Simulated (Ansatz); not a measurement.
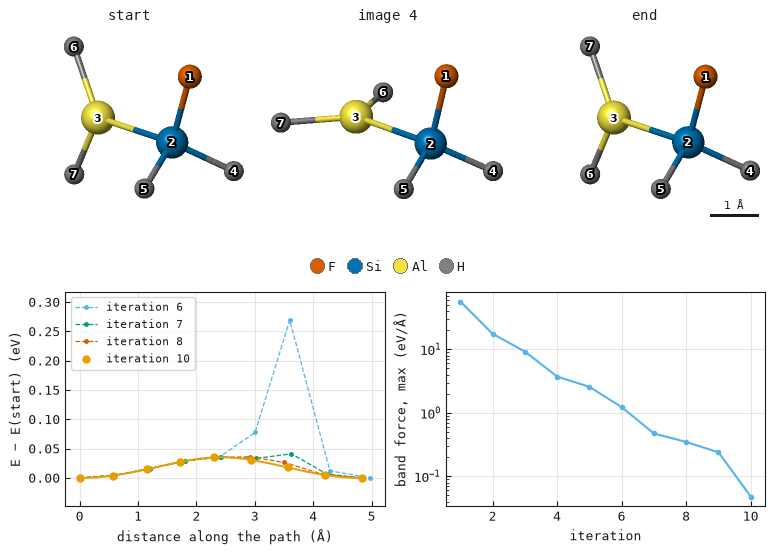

A nudged-elastic-band calculation for AlSiH4F. Images are numbered from 0 (start) to 8 (end). The plot follows the band through its iterations. The picture is a ball-and-stick view, seen from a free direction.

Method: RKS PBE0/def2-SVP (Ansatz). Run with 7 movable images; climbing image; force threshold 0.05 eV/Å; iteration limit 60; starting path through a guess of the saddle point.

Did the band converge, and can the barrier be trusted?

The result is final at these settings. The band converged in 10 iterations. The largest component of the band force went from 57 to 0.048 eV/Å. The climbing image converged on the top of the path. Its vibrational analysis gives one imaginary mode (82i cm⁻¹), as a transition state must have. The first iteration put the highest image at 20.964 eV. The two ends have the same energy, and the highest point, image 4, lies 0.035 eV above the start.
